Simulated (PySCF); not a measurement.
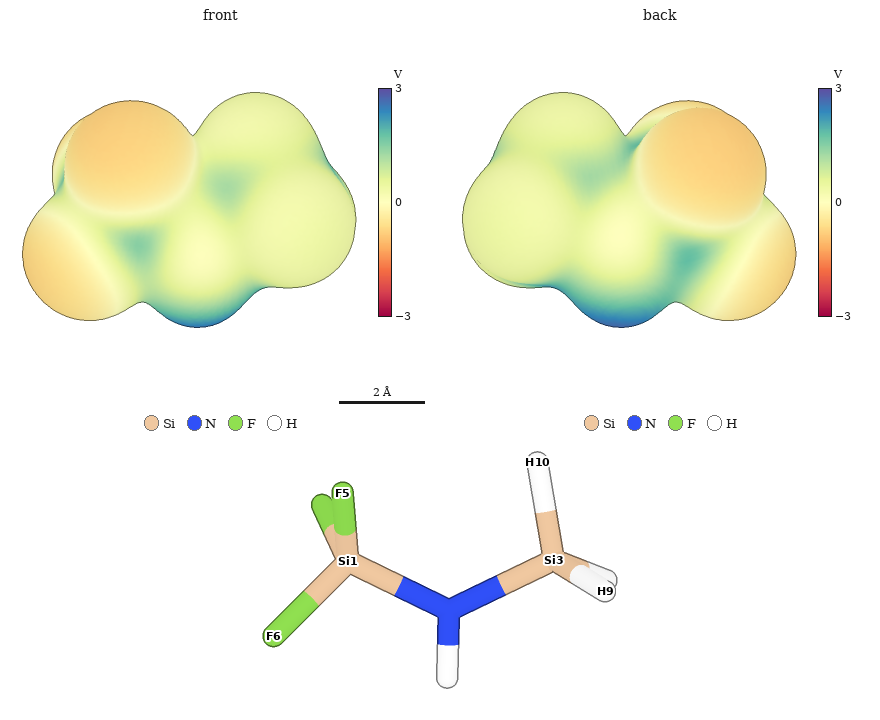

Figure 1: F3H4NSi2. The molecular electrostatic potential painted on the density surface at 0.002 e/bohr³, seen from the front and from behind; red is negative and blue positive. The bare structure is drawn below in the same view.

Geometry: PBE0-D3(BJ)/def2-SVP.

Theory: PySCF, PBE0/pcSseg-2, SCF density, gas phase, non-relativistic.

Input file:

```
{"job": {"kind": "nmr", "xc": "PBE0", "basis": "pcSseg-2"}, "charge": 0, "multiplicity": 1}
Si    -1.381500    -0.167433     0.503735
N      0.226266    -0.570448     0.182561
Si     1.439723     0.397923    -0.635534
F     -2.320688    -0.159641    -0.792565
F     -1.517421     1.299310     1.128603
F     -1.996824    -1.229687     1.529579
H      0.504361    -1.495397     0.501063
H      1.981556    -0.330385    -1.819989
H      2.572320     0.724093     0.279879
H      0.754688     1.648310    -1.065463
```

Run with:

```sh
OMP_NUM_THREADS=1 python cluster_run.py task.json out
```

**Where is the surface potential most negative and most positive?**

The most negative region (about −0.8 V) lies over F4 and F5, the most positive (about +2.6 V) over H7.

**How polar is the molecule by this calculation?**

Its dipole moment is 2.72 D.
